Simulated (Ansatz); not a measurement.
## GeHSF: one change and its effect

System: GeHSF, SMILES [F][Ge][SH].
Method of run A: RHF-CCSD(T), frozen core/def2-TZVPP (Ansatz 0.2.0).

The geometry: displaced from a GFN2-xTB structure. Text and figures count atoms from 1; the logs count them from 0 in places.

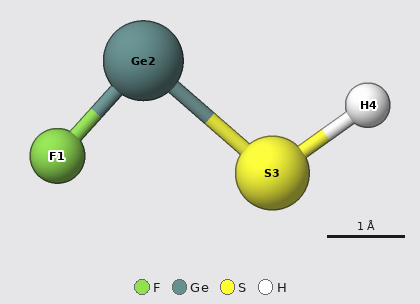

Figure 1. The structure as given in the input (ball-and-stick view, seen on its broad side; atoms are numbered from 1 in the order of the input). Sticks mark near contacts. Bond lengths as drawn: F–Ge 1.68 Å, Ge–S 2.27 Å and H–S 1.54 Å.

**Input file, run A**
```yaml
crystal:
  periodic: [false, false, false]
  atoms:
    - {symbol: F, position_ang: [-1.879100, 0.426900, 0.662900]}
    - {symbol: Ge, position_ang: [-0.360900, -0.079800, 1.178600]}
    - {symbol: S, position_ang: [0.411200, -0.065000, -0.953500]}
    - {symbol: H, position_ang: [1.847400, -0.587600, -0.808500]}
basis:
  gaussian: {orbitals: def2-TZVPP}
correlation: {method: ccsd_t}
output: {forces: true}
```

Hardware: 4 CPU threads, shared host.

**Output (run A)**
```
Functional definition: HF
  exchange = exact_x
  correlation = 0
847 factors; integrals over basis functions are off by at most 1.1e-3 eV
mean field evaluation 1: about -70013.2183 eV, gradient 3.2e1 eV
mean field evaluation 2: about -70013.3306 eV, gradient 3.2e1 eV
mean field evaluation 4: about -70015.4841 eV, gradient 2.5e0 eV
mean field evaluation 8: about -70015.5313 eV, gradient 3.3e-1 eV
mean field evaluation 16: about -70015.5321 eV, gradient 2.2e-6 eV
mean field -70015.53210250 eV, -2573.0233465345 hartree, gradient 2.2e-6 eV, S^2 0.000000; 0 other end points of the search recorded, 0 dependent functions left out
15 core orbitals not correlated: weight in the atoms' cores, before any rotation towards them, 1.000 or more for the frozen orbitals, at most 0.000 for the correlated occupied ones
reference -70015.53210250 eV, -2573.0233465345 hartree; 14, 14 occupied and 106, 106 virtual orbitals, 847 factors
second order -17.79455700 eV of doubles, -0.00000000 eV of singles
cycle   1  -17.68391779 eV  change    1.1e-1 eV  update   1.1e-1
cycle   2  -18.18328146 eV  change   -5.0e-1 eV  update   3.6e-2
cycle   3  -18.29890411 eV  change   -1.2e-1 eV  update   2.0e-2
cycle   4  -18.28456246 eV  change    1.4e-2 eV  update   5.6e-3
cycle   5  -18.27999764 eV  change    4.6e-3 eV  update   2.5e-3
cycle   6  -18.28108995 eV  change   -1.1e-3 eV  update   1.1e-3
cycle   7  -18.28060367 eV  change    4.9e-4 eV  update   4.2e-4
cycle   8  -18.28045666 eV  change    1.5e-4 eV  update   1.8e-4
cycle   9  -18.28052874 eV  change   -7.2e-5 eV  update   8.0e-5
cycle  10  -18.28054768 eV  change   -1.9e-5 eV  update   3.0e-5
cycle  11  -18.28052623 eV  change    2.1e-5 eV  update   1.2e-5
cycle  12  -18.28053951 eV  change   -1.3e-5 eV  update   4.4e-6
perturbative correction -0.73430068 eV, -0.0269850524 hartree
the calculation of the forces begins
Total energy: -70034.54694269 eV, -2573.7221290229 hartree
Atom 0 at    -1.879100     0.426900     0.662900 Å, force    -2.032715     0.688871    -0.537199 eV/Å
Atom 1 at    -0.360900    -0.079800     1.178600 Å, force     2.221323    -0.721557     0.276747 eV/Å
Atom 2 at     0.411200    -0.065000    -0.953500 Å, force     2.775661    -1.037473     0.257726 eV/Å
Atom 3 at     1.847400    -0.587600    -0.808500 Å, force    -2.964268     1.070160     0.002726 eV/Å
Dipole moment:     0.338436    -0.140279     0.289362 e Å
```

For run B the input was changed thus:
```diff
-correlation: {method: ccsd_t}
+hamiltonian: {xc: {name: wB97X-V}}
```

What does this change do to the results?

The total energies belong to different methods, so their difference says nothing on which is more stable or more accurate. The largest force goes from 3.152 to 3.322 eV/Å. The dipole moment goes from 2.24 to 2.37 D.

**Output (run B)**
```
Functional definition: wB97X-V
  parameter omega = 0.3/bohr
  parameter cx = 0.167
  parameter cx1 = 0.603
  parameter cx2 = 1.194
  parameter css0 = 0.556
  parameter css1 = -0.257
  parameter cos0 = 1.219
  parameter cos1 = -1.850
  parameter b = 6.0
  parameter c = 0.01
  exchange = spin_sum(e_x_unif_sr(omega)*poly(b97_u_x, 1 - cx, cx1, cx2)) + cx*exact_x_sr(omega) + exact_x_lr(omega)
  correlation = spin_sum(e_c_pw_same_spin*poly(b97_u_same, css0, css1))
      + integral(e_c_pw_opposite_spin*poly(b97_u_opposite, cos0, cos1)) + vv10(b, c)
895 factors; their error is unknown
154 factors; integrals over basis functions are off by at most 3.5e-5 eV
mean field evaluation 1: about -70078.8401 eV, gradient 3.9e1 eV
mean field evaluation 2: about -70077.8450 eV, gradient 5.3e1 eV
mean field evaluation 4: about -70081.5136 eV, gradient 1.6e0 eV
mean field evaluation 8: about -70081.5214 eV, gradient 5.2e-2 eV
mean field evaluation 16: about -70081.7112 eV, gradient 6.1e-5 eV
mean field -70081.71124770 eV, -2575.4553852631 hartree, gradient 6.1e-5 eV, S^2 0.000000; 0 other end points of the search recorded, 0 dependent functions left out
the calculation of the forces begins
reference -70081.71124633 eV, -2575.4553852124 hartree; 29, 29 occupied and 106, 106 virtual orbitals, 895 factors
Total energy: -70081.71124633 eV, -2575.4553852124 hartree
Atom 0 at    -1.879100     0.426900     0.662900 Å, force    -2.116092     0.717333    -0.580082 eV/Å
Atom 1 at    -0.360900    -0.079800     1.178600 Å, force     2.344731    -0.747367     0.198044 eV/Å
Atom 2 at     0.411200    -0.065000    -0.953500 Å, force     2.895072    -1.099830     0.416745 eV/Å
Atom 3 at     1.847400    -0.587600    -0.808500 Å, force    -3.123710     1.129863    -0.034707 eV/Å
Dipole moment:     0.336560    -0.144853     0.329187 e Å
```

**The two runs side by side**

| quantity | run A | run B |
| --- | --- | --- |
| outcome | converged | converged |
| total energy (hartree) | −2573.722129 | −2575.455385 |
| dipole moment (D) | 2.24 | 2.37 |
| largest force (eV/Å) | 3.152 | 3.322 |
| basis functions | 135 | 135 |
| wall time (shared host) | 40 s | 1.8 s |
